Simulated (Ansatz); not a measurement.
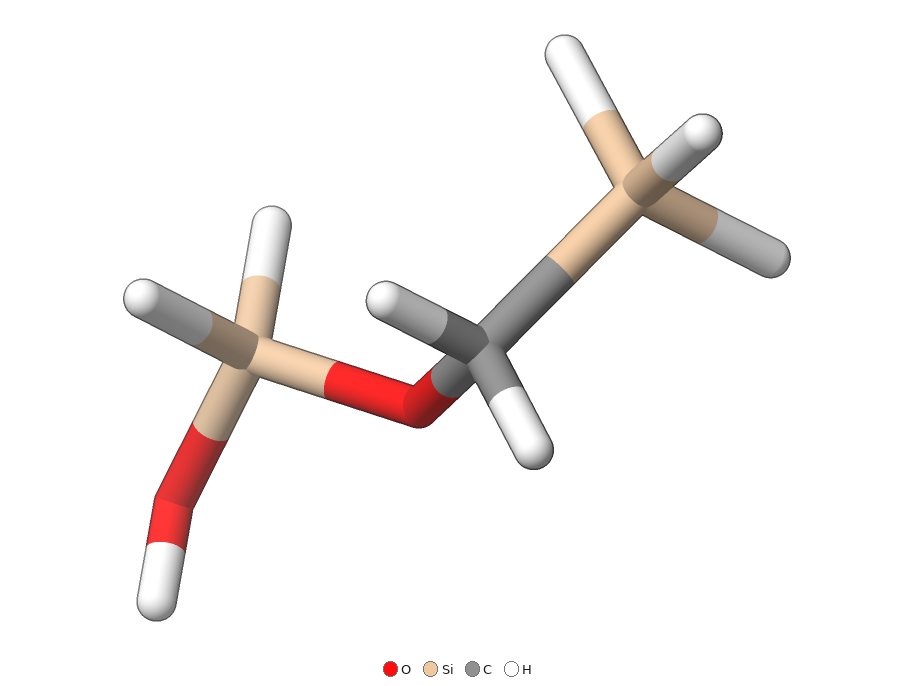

Computed geometry: PBE0-D4/def2-TZVP optimisation. No frequency run is at hand to confirm it as a minimum.

Draw it as a skeletal formula.

SMILES: O[SiH2]OC[SiH3]

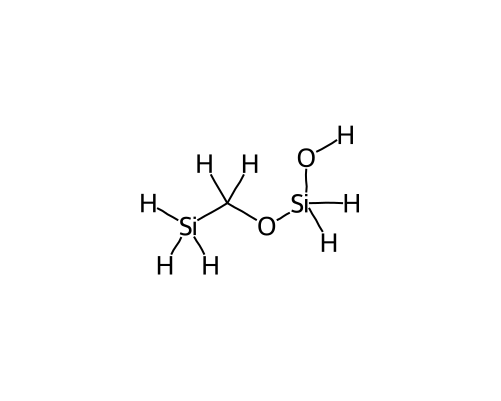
